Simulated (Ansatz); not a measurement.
# AlFH6N2Si: two geometries relaxed

Are the two ends of the inversion of the pyramid at N1 separate minima, and which lies lower? Each is relaxed from a guess. SMILES of the start: [NH2][Al]([F])[NH][SiH3].

Method: RKS PBE0-D4/6-31G, in Ansatz 0.2.0.

### 1 The starting structure

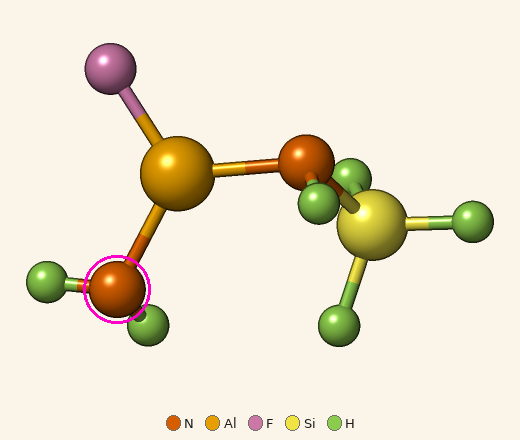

The starting structure, seen from a chosen angle (nitrogen orange, aluminium amber, fluorine pink, silicon yellow, hydrogen green). Ringed: N1.

Structure file:

```xyz
11

N     0.2634    1.4537    1.5288
Al    0.8262   -0.2463    1.0272
F     2.4355   -0.7919    1.5193
N    -0.2233   -1.3975    0.0097
Si   -0.7047   -0.5761   -1.5317
H     1.0007    1.9814    2.0206
H     0.0930    2.0299    0.6329
H    -1.1478   -1.4994    0.5439
H    -1.4130    0.7030   -1.1803
H     0.5238   -0.2809   -2.2478
H    -1.5884   -1.4329   -2.3021
```

### 2 End point A

The input, input.yaml:

```yaml
crystal:
  periodic: [false, false, false]
  atoms:
    - { symbol: "N", position_ang: [0.2634, 1.4537, 1.5288] }
    - { symbol: Al, position_ang: [0.8262, -0.2463, 1.0272] }
    - { symbol: F, position_ang: [2.4355, -0.7919, 1.5193] }
    - { symbol: "N", position_ang: [-0.2233, -1.3975, 0.0097] }
    - { symbol: Si, position_ang: [-0.7047, -0.5761, -1.5317] }
    - { symbol: H, position_ang: [1.0007, 1.9814, 2.0206] }
    - { symbol: H, position_ang: [0.093, 2.0299, 0.6329] }
    - { symbol: H, position_ang: [-1.1478, -1.4994, 0.5439] }
    - { symbol: H, position_ang: [-1.413, 0.703, -1.1803] }
    - { symbol: H, position_ang: [0.5238, -0.2809, -2.2478] }
    - { symbol: H, position_ang: [-1.5884, -1.4329, -2.3021] }
basis:
  gaussian: { orbitals: "6-31G" }
hamiltonian:
  xc: pbe0
  dispersion: d4
relax:
  f_tol: 0.015
  max_steps: 40
```

Run with:

```sh
> ansatz run input.yaml --threads 1 --pin off --max-ram 2048MiB --backend cpu --events-out ev --progress --plain --runs-dir out
```

Standard output, shortened:

```text
Warning: RAYON_NUM_THREADS=1 ignored (pool sized by the plan → 1); use --threads N
[...]
Functional definition: PBE0
[...]
877 factors; integrals over basis functions are off by at most 1.7e-4 eV
[...]
mean field -20255.57359698 eV, -744.3785999680 hartree, gradient 2.3e-5 eV, S^2 0.000000; 0 other end points of the search recorded, 0 dependent functions left out
[...]
reference -20255.57363536 eV, -744.3786013784 hartree; 28, 28 occupied and 37, 37 virtual orbitals, 877 factors
relax step   1: F+E_penalty+E_count = -20255.76664594 eV  Δ(F+E_penalty+E_count) = +0.000e0 eV  max|allowed force component| = 2.456e0 eV/Å  Δτ_max = 0.0000 Å  (24 SCF iters, accepted)
[...]
relax step   6: F+E_penalty+E_count = -20257.16194552 eV  Δ(F+E_penalty+E_count) = -5.441e-2 eV  max|allowed force component| = 2.603e-1 eV/Å  Δτ_max = 0.2000 Å  (25 SCF iters, accepted)
[...]
relax step  11: F+E_penalty+E_count = -20257.21260327 eV  Δ(F+E_penalty+E_count) = -5.082e-3 eV  max|allowed force component| = 1.048e-1 eV/Å  Δτ_max = 0.0978 Å  (23 SCF iters, accepted)
[...]
relax step  16: F+E_penalty+E_count = -20257.21845827 eV  Δ(F+E_penalty+E_count) = -5.766e-4 eV  max|allowed force component| = 1.101e-2 eV/Å  Δτ_max = 0.0324 Å  (23 SCF iters, accepted)
[...]
relax step  21: F+E_penalty+E_count = -20257.21935465 eV  Δ(F+E_penalty+E_count) = +6.187e-4 eV  max|allowed force component| = 1.938e-1 eV/Å  Δτ_max = 0.1962 Å  (23 SCF iters, rejected (line search))
relax step  22: F+E_penalty+E_count = -20257.21270141 eV  Δ(F+E_penalty+E_count) = +7.272e-3 eV  max|allowed force component| = 2.636e-1 eV/Å  Δτ_max = 0.0929 Å  (23 SCF iters, rejected (line search))
relax step  23: F+E_penalty+E_count = -20257.22121194 eV  Δ(F+E_penalty+E_count) = -1.239e-3 eV  max|allowed force component| = 1.910e-2 eV/Å  Δτ_max = 0.0464 Å  (23 SCF iters, accepted)
```

### 3 The log goes on: end point A relaxed

Output, continued, shortened:

```text
relax step  24: F+E_penalty+E_count = -20257.22390289 eV  Δ(F+E_penalty+E_count) = -2.691e-3 eV  max|allowed force component| = 6.621e-2 eV/Å  Δτ_max = 0.0975 Å  (23 SCF iters, accepted)
[...]
relax step  27: F+E_penalty+E_count = -20257.24107710 eV  Δ(F+E_penalty+E_count) = -1.101e-2 eV  max|allowed force component| = 6.965e-2 eV/Å  Δτ_max = 0.1997 Å  (23 SCF iters, accepted)
[...]
relax step  30: F+E_penalty+E_count = -20257.25306339 eV  Δ(F+E_penalty+E_count) = -3.872e-3 eV  max|allowed force component| = 5.755e-2 eV/Å  Δτ_max = 0.0872 Å  (23 SCF iters, accepted)
[...]
relax step  33: F+E_penalty+E_count = -20257.25733829 eV  Δ(F+E_penalty+E_count) = -1.167e-3 eV  max|allowed force component| = 2.335e-2 eV/Å  Δτ_max = 0.0430 Å  (24 SCF iters, accepted)
[...]
Atom 1 at     0.730856    -0.205599     1.203583 Å, force     0.001272     0.001564    -0.008373 eV/Å
Atom 2 at     1.575672    -1.065564     2.416231 Å, force    -0.001438     0.001873     0.000538 eV/Å
Atom 3 at     0.097632    -1.136243    -0.190037 Å, force     0.000866     0.000035     0.009933 eV/Å
Atom 4 at    -0.815062    -0.488129    -1.570163 Å, force     0.004597    -0.000615     0.001915 eV/Å
Atom 5 at     0.885643     2.076044     2.170219 Å, force     0.001230     0.000138     0.001950 eV/Å
Atom 6 at     0.050545     2.139501     0.722201 Å, force     0.002105    -0.003574     0.003473 eV/Å
Atom 7 at     0.268582    -2.135885    -0.207489 Å, force    -0.000445    -0.004053    -0.002493 eV/Å
Atom 8 at    -0.966561     0.989422    -1.329211 Å, force    -0.003445     0.004800     0.000851 eV/Å
Atom 9 at    -0.104373    -0.684727    -2.884317 Å, force     0.004048    -0.002054    -0.007617 eV/Å
Atom 10 at    -2.188109    -1.096264    -1.696365 Å, force    -0.004897     0.000302     0.001648 eV/Å
Dipole moment:    -0.216522     0.260454    -0.297528 e Å
```

It took 1.8 min on 1 thread of AMD EPYC 7R13 (Zen 3), shared host; peak memory 0.18 GiB.

Step by step, one in 2:

```csv
step,energy from step 1 (eV),largest force component (eV/Å)
1,0.0000,2.4563
3,-0.9750,1.1743
5,-1.3409,0.5807
7,-1.4197,0.1731
9,-1.4409,0.3105
11,-1.4460,0.1048
13,-1.4494,0.0566
15,-1.4512,0.0447
17,-1.4522,0.0853
19,-1.4528,0.0450
21x,-1.4527,0.1938
23,-1.4546,0.0191
25,-1.4589,0.1799
27,-1.4744,0.0696
29,-1.4825,0.1025
31,-1.4880,0.0924
33,-1.4907,0.0233
35,-1.4915,0.0405
37,-1.4918,0.0099
```

Step 1 is the start. 3 steps were tried and not accepted (marked x).

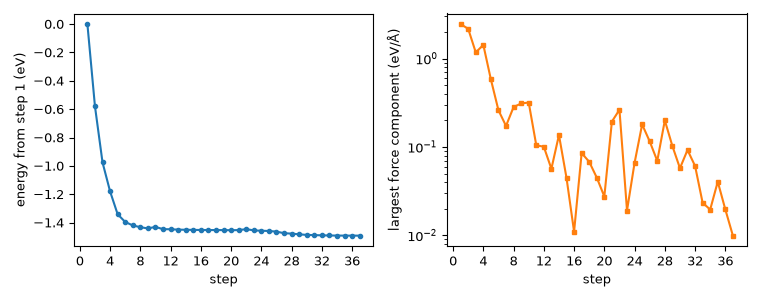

How energy and force went from step to step.

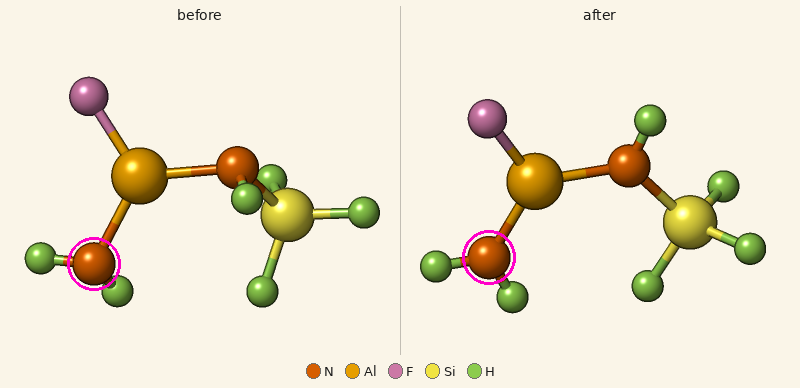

The structure before (left) and after (right), drawn at the same scale.

After: Bond lengths: N1–Al2 1.777 Å, Al2–F3 1.710 Å, Al2–N4 1.791 Å, N4–Si5 1.777 Å, N1–H6 1.009 Å, N1–H7 1.009 Å, N4–H8 1.014 Å, Si5–H9 1.505 Å, Si5–H10 1.507 Å, Si5–H11 1.507 Å. Angles (14 of 15 angles, heavy atoms first): N1–Al2–F3 118.7°, N1–Al2–N4 123.6°, F3–Al2–N4 117.7°, Al2–N4–Si5 126.6°, Al2–N1–H6 123.7°, Al2–N1–H7 124.3°, Al2–N4–H8 117.8°, Si5–N4–H8 115.6°, N4–Si5–H9 106.6°, N4–Si5–H10 112.8°, N4–Si5–H11 112.7°, H6–N1–H7 112.0°, H9–Si5–H10 108.4°, H9–Si5–H11 108.5°.

### 4 Relaxing end B

The second end starts from a geometry with the move made by hand.

input.yaml, as its differences from that of step 2:

```diff
@@ -8,4 +8,4 @@
     - { symbol: Si, position_ang: [-0.7047, -0.5761, -1.5317] }
-    - { symbol: H, position_ang: [1.0007, 1.9814, 2.0206] }
-    - { symbol: H, position_ang: [0.093, 2.0299, 0.6329] }
+    - { symbol: H, position_ang: [0.30733, 1.5958, 2.5495] }
+    - { symbol: H, position_ang: [-0.78841, 1.53973, 1.30523] }
     - { symbol: H, position_ang: [-1.1478, -1.4994, 0.5439] }
```

Run with:

```sh
> ansatz run input.yaml --threads 1 --pin off --max-ram 2048MiB --backend cpu --events-out ev --progress --plain --runs-dir out
```

Standard output, shortened:

```text
Warning: RAYON_NUM_THREADS=1 ignored (pool sized by the plan → 1); use --threads N
[...]
[... 1 set-up line as earlier in the session ...]
[...]
877 factors; integrals over basis functions are off by at most 1.7e-4 eV
[...]
mean field -20255.54382395 eV, -744.3775058293 hartree, gradient 2.3e-5 eV, S^2 0.000000; 0 other end points of the search recorded, 0 dependent functions left out
[...]
reference -20255.54386216 eV, -744.3775072337 hartree; 28, 28 occupied and 37, 37 virtual orbitals, 877 factors
relax step   1: F+E_penalty+E_count = -20255.73703265 eV  Δ(F+E_penalty+E_count) = +0.000e0 eV  max|allowed force component| = 2.542e0 eV/Å  Δτ_max = 0.0000 Å  (25 SCF iters, accepted)
[...]
relax step   4: F+E_penalty+E_count = -20256.96997107 eV  Δ(F+E_penalty+E_count) = -3.749e-1 eV  max|allowed force component| = 6.848e-1 eV/Å  Δτ_max = 0.2000 Å  (27 SCF iters, accepted)
[...]
relax step   7: F+E_penalty+E_count = -20257.16374988 eV  Δ(F+E_penalty+E_count) = -2.862e-2 eV  max|allowed force component| = 5.704e-1 eV/Å  Δτ_max = 0.1974 Å  (27 SCF iters, accepted)
[...]
relax step  10: F+E_penalty+E_count = -20257.21702693 eV  Δ(F+E_penalty+E_count) = -2.221e-2 eV  max|allowed force component| = 9.996e-2 eV/Å  Δτ_max = 0.1999 Å  (26 SCF iters, accepted)
[...]
relax step  13: F+E_penalty+E_count = -20257.23277234 eV  Δ(F+E_penalty+E_count) = -8.711e-3 eV  max|allowed force component| = 1.341e-1 eV/Å  Δτ_max = 0.0453 Å  (23 SCF iters, accepted)
[...]
relax step  14: F+E_penalty+E_count = -20257.23962535 eV  Δ(F+E_penalty+E_count) = -6.853e-3 eV  max|allowed force component| = 1.836e-1 eV/Å  Δτ_max = 0.2000 Å  (23 SCF iters, accepted)
[...]
877 factors; integrals over basis functions are off by at most 1.6e-4 eV
mean field -20257.05247928 eV, -744.4329478901 hartree, gradient 5.8e-5 eV, S^2 0.000000; 0 other end points of the search recorded, 0 dependent functions left out
[...]
reference -20257.05251699 eV, -744.4329492760 hartree; 28, 28 occupied and 37, 37 virtual orbitals, 877 factors
```

### 5 More of the same log: end point B relaxed

Output, continued, shortened:

```text
relax step  15: F+E_penalty+E_count = -20257.24567910 eV  Δ(F+E_penalty+E_count) = -6.054e-3 eV  max|allowed force component| = 1.913e-1 eV/Å  Δτ_max = 0.1543 Å  (23 SCF iters, accepted)
[...]
relax step  17: F+E_penalty+E_count = -20257.25323705 eV  Δ(F+E_penalty+E_count) = -2.502e-3 eV  max|allowed force component| = 7.970e-2 eV/Å  Δτ_max = 0.0315 Å  (23 SCF iters, accepted)
[...]
relax step  19: F+E_penalty+E_count = -20257.25687267 eV  Δ(F+E_penalty+E_count) = -9.810e-4 eV  max|allowed force component| = 4.823e-2 eV/Å  Δτ_max = 0.0833 Å  (23 SCF iters, accepted)
[...]
relax step  21: F+E_penalty+E_count = -20257.25788190 eV  Δ(F+E_penalty+E_count) = -3.828e-4 eV  max|allowed force component| = 2.388e-2 eV/Å  Δτ_max = 0.0313 Å  (24 SCF iters, accepted)
[...]
Atom 1 at     0.571322    -0.327936     1.314285 Å, force     0.005677     0.011686     0.013546 eV/Å
Atom 2 at     1.487484    -1.206565     2.460251 Å, force    -0.003931     0.003942    -0.003897 eV/Å
Atom 3 at     0.108815    -1.164458    -0.200147 Å, force    -0.000897    -0.005658    -0.012053 eV/Å
Atom 4 at    -0.836544    -0.483206    -1.541984 Å, force    -0.005404     0.005983    -0.004659 eV/Å
Atom 5 at     0.388328     1.824883     2.538515 Å, force     0.003329     0.001107    -0.001416 eV/Å
Atom 6 at    -0.405108     1.948180     1.070635 Å, force     0.005170     0.000491     0.004162 eV/Å
Atom 7 at     0.409779    -2.125568    -0.321197 Å, force     0.001090    -0.001532     0.004602 eV/Å
Atom 8 at    -1.170781     0.933437    -1.157606 Å, force    -0.000030    -0.007398    -0.001097 eV/Å
Atom 9 at    -0.070417    -0.456498    -2.840128 Å, force    -0.001410    -0.000300     0.004576 eV/Å
Atom 10 at    -2.124188    -1.228982    -1.784975 Å, force     0.005149     0.005005     0.002033 eV/Å
Dipole moment:    -0.241701     0.262419    -0.276626 e Å
```

Wall time 73 s (1 thread of AMD EPYC 7R13 (Zen 3), shared host); peak memory 0.18 GiB.

Step by step:

```csv
step,energy from step 1 (eV),largest force component (eV/Å)
1,0.0000,2.5425
2,-0.5836,1.7051
3,-0.8580,2.4253
4,-1.2329,0.6848
5,-1.3505,0.4993
6,-1.3981,0.3131
7,-1.4267,0.5704
8,-1.4437,0.7935
9,-1.4578,0.5775
10,-1.4800,0.1000
11,-1.4859,0.1441
12,-1.4870,0.4593
13,-1.4957,0.1341
14,-1.5026,0.1836
15,-1.5086,0.1913
16,-1.5137,0.1070
17,-1.5162,0.0797
18,-1.5189,0.0493
19,-1.5198,0.0482
20,-1.5205,0.0392
21,-1.5208,0.0239
22,-1.5212,0.0184
23,-1.5213,0.0164
24,-1.5214,0.0135
```

Step 1 is the start.

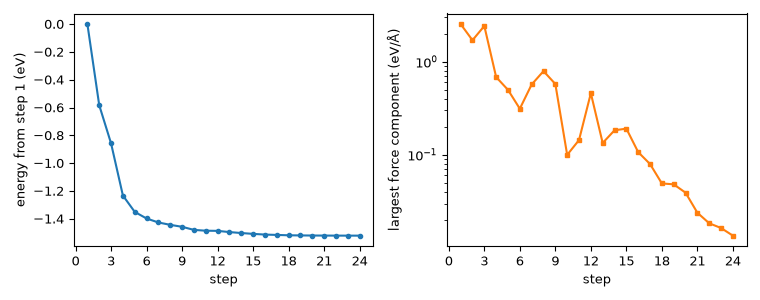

Energy and largest force along the relaxation.

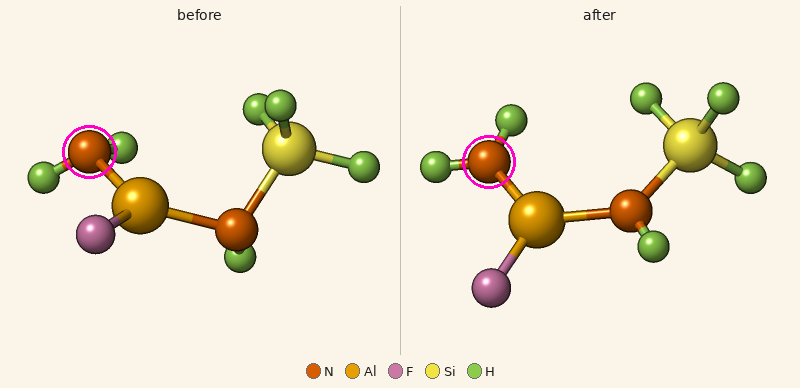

Before and after, at one scale.

After: Bond lengths: N1–Al2 1.777 Å, Al2–F3 1.710 Å, Al2–N4 1.791 Å, N4–Si5 1.777 Å, N1–H6 1.009 Å, N1–H7 1.009 Å, N4–H8 1.014 Å, Si5–H9 1.505 Å, Si5–H10 1.508 Å, Si5–H11 1.508 Å. Angles (14 of 15 angles, heavy atoms first): N1–Al2–F3 118.6°, N1–Al2–N4 123.7°, F3–Al2–N4 117.7°, Al2–N4–Si5 126.6°, Al2–N1–H6 123.7°, Al2–N1–H7 124.2°, Al2–N4–H8 117.8°, Si5–N4–H8 115.5°, N4–Si5–H9 106.6°, N4–Si5–H10 112.7°, N4–Si5–H11 112.7°, H6–N1–H7 112.0°, H9–Si5–H10 108.4°, H9–Si5–H11 108.5°.

### 6 Summary of results

| quantity | value |
| --- | --- |
| end A | 33 moves, 1.492 eV lower |
| end B | 23 moves, 1.521 eV lower |
| largest difference between the ends | 0.02 Å |
| end B relative to end A | -0.000 eV |

**Reading.** Both starts fell into the same minimum (no atom differs by more than 0.02 Å), so from this start no second minimum was found and no band was run; another arrangement could still be one. The basis is very small, so the numbers are rough.
